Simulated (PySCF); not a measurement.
C3H12InN, singlet at its GFN2-xTB optimised geometry (Å):

```
17

In    -0.2397     0.0523     0.0000
C     -1.3502     1.9890     0.0000
H     -0.8806     2.7008    -0.6786
H     -1.3630     2.4317     0.9952
H     -2.3828     1.8374    -0.3135
C      1.9927     0.0523     0.0000
H      2.3793     0.9089    -0.5514
H      2.3726    -0.8594    -0.4607
H      2.3828     0.1026     1.0158
C     -1.3300    -1.8311     0.4956
H     -1.4714    -1.9277     1.5713
H     -0.7716    -2.7008     0.1506
H     -2.3132    -1.8389     0.0256
N     -0.4191    -0.2608    -2.4550
H     -0.1790    -1.2123    -2.7108
H      0.2108     0.3692    -2.9397
H     -1.3644    -0.0734    -2.7709
```

Level of theory: PBE0/def2-SVP, def2 effective core potentials past Kr (PySCF). The core electrons that the potentials of In replace are not part of the density. Cells within 0.4 Å of a nucleus heavier than hydrogen are left out (blank, or x).

Map of the log10 of the electron density (e/bohr³), floored at −4 on the plane z = 0.6 Å:

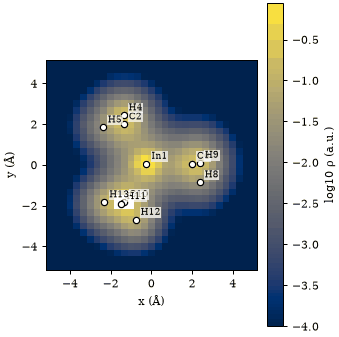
*Log10 of the electron density (e/bohr³), floored at −4 on the plane z = 0.6 Å.*
